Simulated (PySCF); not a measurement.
C6H18Si4

```xyz
28

C    -1.3864    3.0757    0.8289
C    -0.8748    2.2776   -0.1159
Si   -0.8465    0.4079   -0.0165
C     0.9523   -0.2650   -0.0471
C     1.6267    0.1842   -1.3456
C     0.9257   -1.7923    0.0245
C     1.6996    0.3044    1.1608
Si   -2.1227   -0.5757    1.7230
Si   -2.8549   -2.2135    0.1813
Si   -2.2169   -0.7541   -1.5679
H    -1.3853    4.1674    0.7319
H    -1.8349    2.6721    1.7442
H    -0.4499    2.7496   -1.0129
H     1.6764    1.2818   -1.4250
H     1.0991   -0.1969   -2.2348
H     2.6637   -0.1943   -1.3879
H     1.9541   -2.1951    0.0121
H     0.4457   -2.1551    0.9482
H     0.3915   -2.2381   -0.8307
H     2.7476   -0.0450    1.1634
H     1.7140    1.4058    1.1507
H     1.2413   -0.0154    2.1105
H    -3.2696    0.3031    2.1230
H    -1.4218   -1.0412    2.9623
H    -4.2825   -2.6550    0.2525
H    -1.9703   -3.4211    0.2263
H    -1.5929   -1.3623   -2.7867
H    -3.3860    0.0831   -1.9892
```

Geometry: PBE0-D3(BJ)/def2-SVP.

Computed with PySCF 2.14.0, PBE0/pcSseg-1, SCF density, gas phase, non-relativistic.

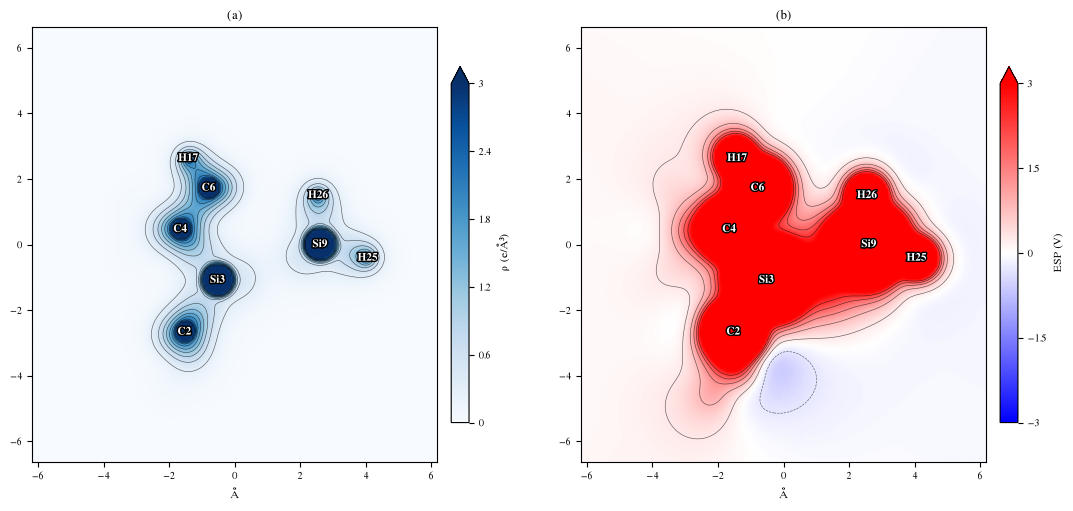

Figure 1. (a) total electron density; (b) electrostatic potential on the plane of atoms H25, Si9 and H26.

Describe what can be read from this map.

Answer. Atoms in the plane: C, Si and H. C–Si (1.87 Å): the density is about 0.94 e/Å³ at the midpoint. C–H (1.10 Å): the density is about 1.9 e/Å³ at the midpoint. C–C (1.53 Å): ρ is about 1.6 e/Å³ halfway. C–Si (1.92 Å): the density is about 0.9 e/Å³ at the midpoint. Si–H (1.50 Å): ρ is about 0.75 e/Å³ halfway. Outside the dense part of the molecule the potential is most negative (−0.6 V) near C1, which lies off the plane.

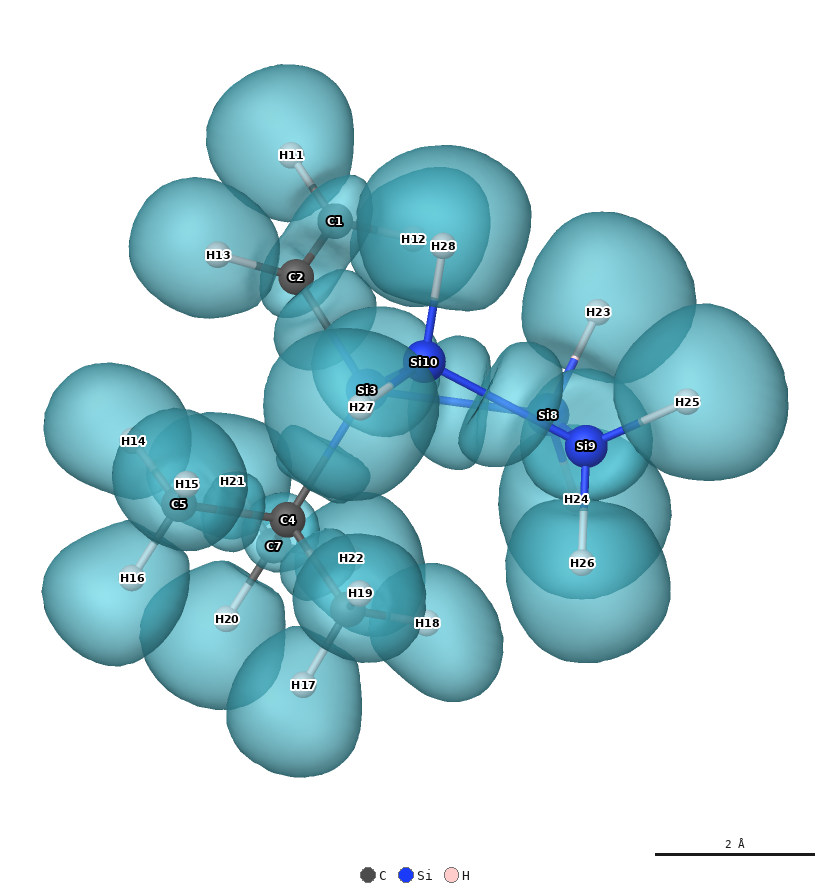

Figure 2. Isosurface of the ELF at 0.75 (cyan), seen at a tilt. Only the valence region is drawn (cores and ρ < 0.01 e/Å³ removed).

What do the ELF domains correspond to?

Answer. At this value the surface marks out four regions between bonded C–C atoms (shared pairs), two regions between bonded C–Si atoms (shared pairs), four regions between bonded Si–Si atoms (shared pairs) and 18 regions around hydrogen nuclei. Profiles from the grid: C–C (1.34 Å): the ELF peaks at about 0.90 between the atoms (a multiple bond). C–Si (1.87 Å): the ELF peaks at about 0.95 between the atoms, as expected for a covalent bond.

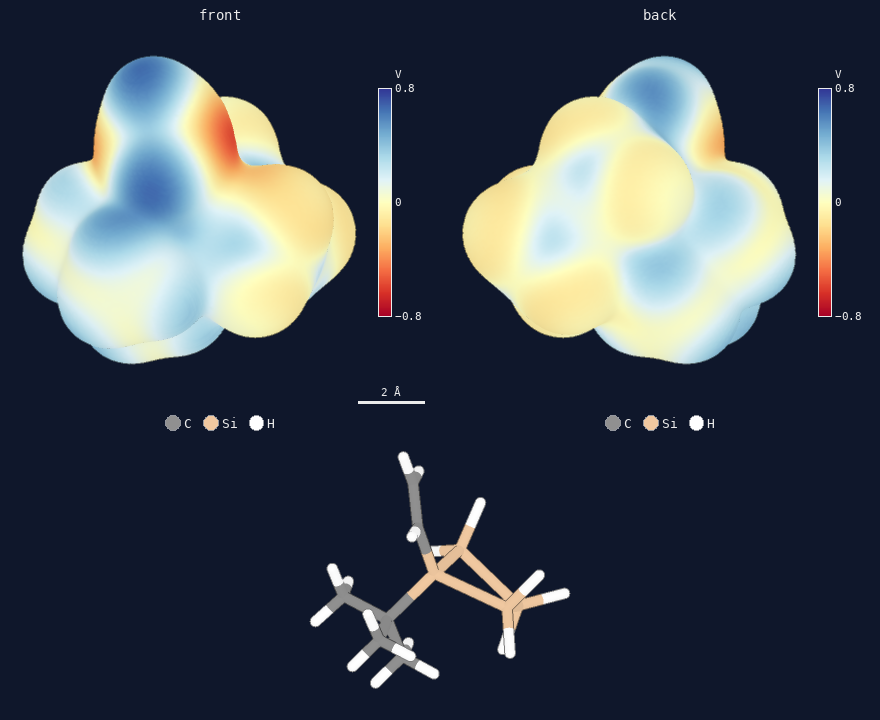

Figure 3. The electrostatic potential painted on the density surface at 0.001 e/bohr³, seen from the front and from behind; the colour scale runs from red (negative) to blue (positive). The bare structure is drawn below in the same view.

Which sites attract a positive test charge, and which a negative one?

Answer. A positive charge is drawn to the negative regions and a negative charge to the positive ones. The most negative region (about −0.5 V) lies over the π face of C1 and C2, the most positive (about +0.6 V) over H11 and H13.

How polar is the molecule by this calculation?

Answer. Its dipole moment is 1.44 D.
